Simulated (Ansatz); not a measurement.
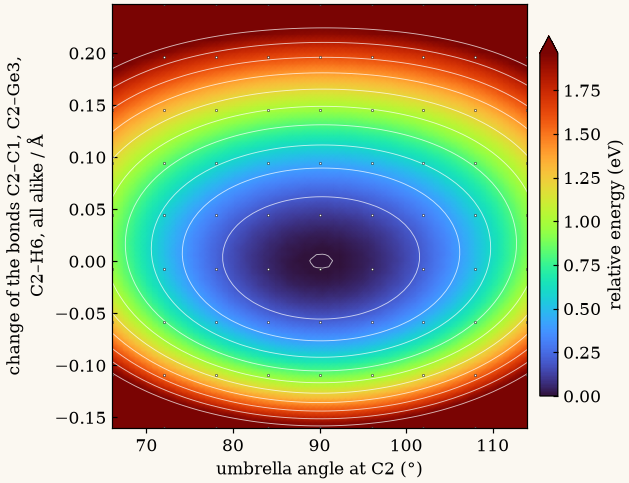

Energy landscape of C2H5GeO, SMILES [CH]=[CH][GeH2][OH], spin multiplicity 2. 
- First axis: umbrella angle at C2 (between each of its bonds and their common axis; 90 is planar). Second axis: change of the bonds C2–C1, C2–Ge3, C2–H6, all alike.
- Nothing is relaxed (all other coordinates rigid).
- Grid: 9 × 9 points.
- Points are written as (first, second).
- All energies are given in eV relative to the lowest grid point.
- Computed with UKS B3LYP-D4/def2-TZVP in Ansatz 0.2.0.

Drawn: a smooth colour map with a few white contour lines, dots at the grid points, one colour for all values above the top of the scale. Between grid points the surface is interpolated. 

> Where are the wells?

The lowest grid point is at (90°, −0.007 Å). It is the only kind of minimum in the scanned range. The highest grid point, (66°, −0.160 Å), lies 3.34 eV above the lowest. Round the minimum the two coordinates are nearly uncoupled.

Grid values (eV):

```
second ↓, first →    66    72    78    84    90    96   102   108   114
            0.247  2.75  2.56  2.43  2.36  2.33  2.35  2.42  2.54  2.72
            0.196  2.13  1.89  1.73  1.64  1.60  1.63  1.71  1.87  2.10
            0.145  1.59  1.31  1.11  1.00  0.96  0.99  1.10  1.28  1.56
            0.094  1.18  0.85  0.62  0.49  0.44  0.48  0.61  0.83  1.15
            0.044  0.95  0.57  0.31  0.16  0.10  0.15  0.30  0.55  0.92
           −0.007  0.95  0.53  0.24  0.06  0.00  0.05  0.22  0.51  0.93
           −0.058  1.28  0.81  0.48  0.29  0.22  0.28  0.47  0.80  1.26
           −0.109  2.03  1.51  1.15  0.93  0.86  0.93  1.14  1.50  2.02
           −0.160  3.34  2.77  2.37  2.13  2.05  2.13  2.36  2.76  3.33
```

The whole map (81 points run) took 24 min on 1 thread of Arm Neoverse V2, on a shared host.
